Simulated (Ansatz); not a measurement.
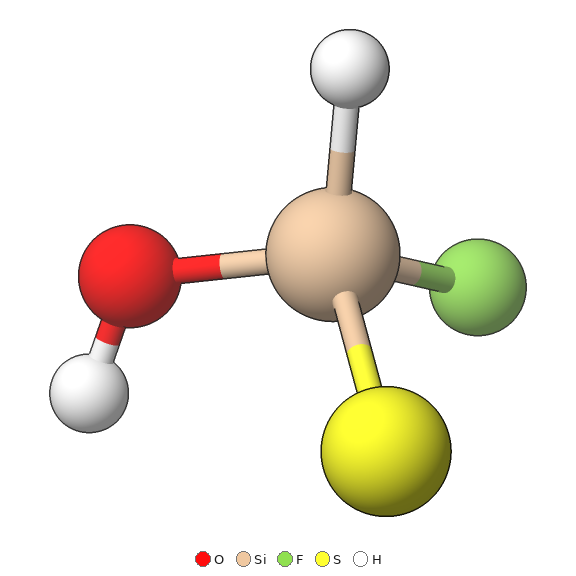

The picture shows a molecular structure as a ball-and-stick model.

Charge 0, doublet. Computed geometry: PBE0-D4/def2-TZVP optimisation.

**Give the formula.**

FH2OSSi, 6 atoms: 1 fluorine, 2 hydrogen, 1 oxygen, 1 sulfur and 1 silicon.

**How many sets of symmetry-equivalent atoms are there?**

6: 1 O, 1 Si, 1 F, 1 S, 1 H, 1 H.

**Give a SMILES string for it.**

O[Si@H](F)[S]

The parts below concern this one geometry. Atoms keep their numbers from picture to picture.

**Dipole moment**

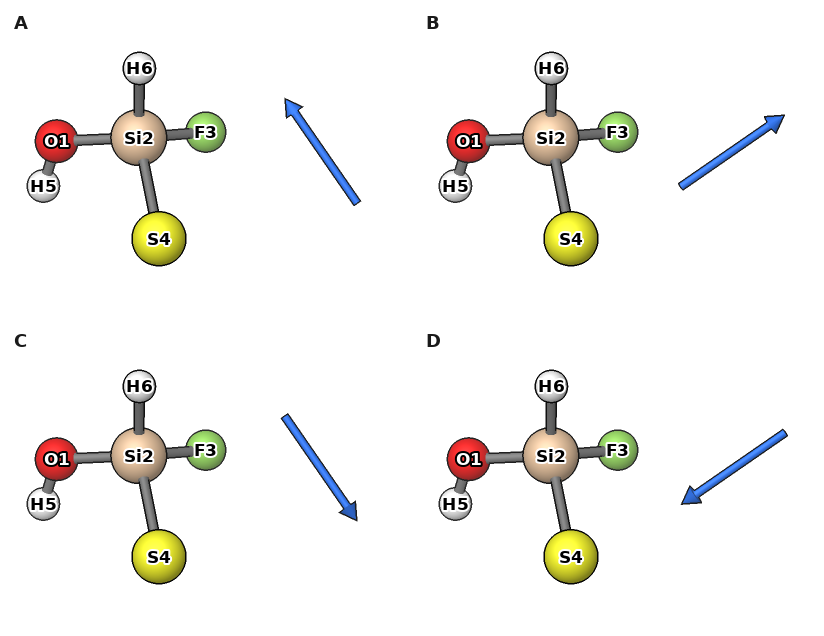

The same molecule four times, each with an arrow. Properties computed with UKS PBE0-D4/def2-TZVP (Ansatz 0.2.0).

**Which arrow points along the dipole moment, from the negative to the positive end?**

D. The dipole moment is 1.16 D; it points from the side of F3, H6 to the side of H5 (the outermost atoms at the two ends).

**Vibrations**

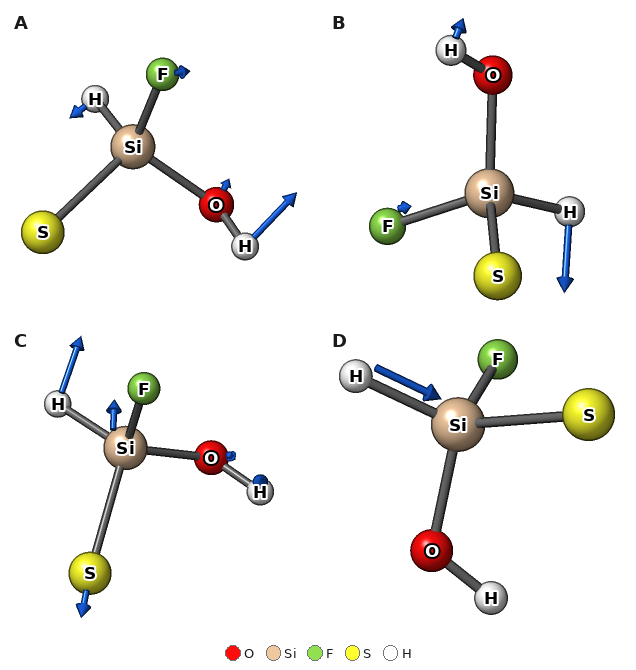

4 normal modes of one molecule or complex, as arrows. Harmonic vibrations computed with UKS PBE0-D4/def2-TZVP (Ansatz 0.2.0) at a stationary point of the same level.

**Match the panels to the wavenumbers 241 cm⁻¹, 531 cm⁻¹, 853 cm⁻¹, 2310 cm⁻¹.**

A: 241 cm⁻¹
B: 853 cm⁻¹
C: 531 cm⁻¹
D: 2310 cm⁻¹, Si–H stretching

**Charges**

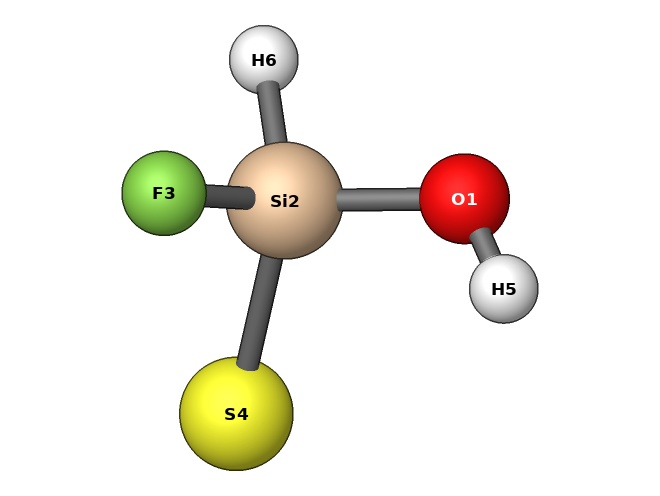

The questions are on Mulliken charges. Method: UKS PBE0-D4/def2-TZVP (Ansatz 0.2.0).

**Which atom carries the highest charge (most positive or least negative)?**

Si2 (0.67 e).

**And the lowest?**

O1 (−0.50 e).

Give the Mulliken charges atom by atom.

```json
{"atom": "O1", "value (e)": "−0.50"}
{"atom": "Si2", "value (e)": "0.67"}
{"atom": "F3", "value (e)": "−0.29"}
{"atom": "S4", "value (e)": "−0.18"}
{"atom": "H5", "value (e)": "0.34"}
{"atom": "H6", "value (e)": "−0.03"}
```

Mulliken values depend strongly on the basis set and can even reverse the polarity of a bond.
